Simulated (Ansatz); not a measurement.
**A computed series for HfB2: response to strain**

Base system: HfB2 (space group P6/mmm, No. 191; relaxed with 0.1 eV smearing).

```yaml
crystal:
  lattice:
    - [3.12780, 0.00000, 0.00000]
    - [-1.56390, 2.70875, 0.00000]
    - [0.00000, 0.00000, 3.44608]
  atoms:
    - { symbol: Hf, position: [0.00000, 0.00000, 0.00000] }
    - { symbol: B, position: [0.66667, 0.33333, 0.50000] }
    - { symbol: B, position: [0.33333, 0.66667, 0.50000] }
```

Strains are applied to the cell and any free atomic positions relax.

Computed with Ansatz (a quantum-chemistry and plane-wave program), PBEsol, PAW, cutoff 420 eV, no spin-orbit coupling.

Notes on the quantities. energy relative to the base: free energy F.

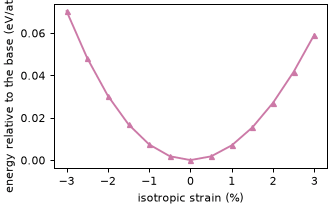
Fig. 1. Energy relative to the base against isotropic strain

```json
[
 {"isotropic strain (%)": "-3", "energy relative to the base": "+70 meV/atom"},
 {"isotropic strain (%)": "-2.5", "energy relative to the base": "+48 meV/atom"},
 {"isotropic strain (%)": "-2", "energy relative to the base": "+30 meV/atom"},
 {"isotropic strain (%)": "-1.5", "energy relative to the base": "+17 meV/atom"},
 {"isotropic strain (%)": "-1", "energy relative to the base": "+7.4 meV/atom"},
 {"isotropic strain (%)": "-0.5", "energy relative to the base": "+1.8 meV/atom"},
 {"isotropic strain (%)": "0.5", "energy relative to the base": "+1.8 meV/atom"},
 {"isotropic strain (%)": "1", "energy relative to the base": "+7.0 meV/atom"},
 {"isotropic strain (%)": "1.5", "energy relative to the base": "+15 meV/atom"},
 {"isotropic strain (%)": "2", "energy relative to the base": "+27 meV/atom"},
 {"isotropic strain (%)": "2.5", "energy relative to the base": "+42 meV/atom"},
 {"isotropic strain (%)": "3", "energy relative to the base": "+59 meV/atom"}
]
```

Whether these cells are dynamically stable was not tested. All final runs are without spin polarisation.
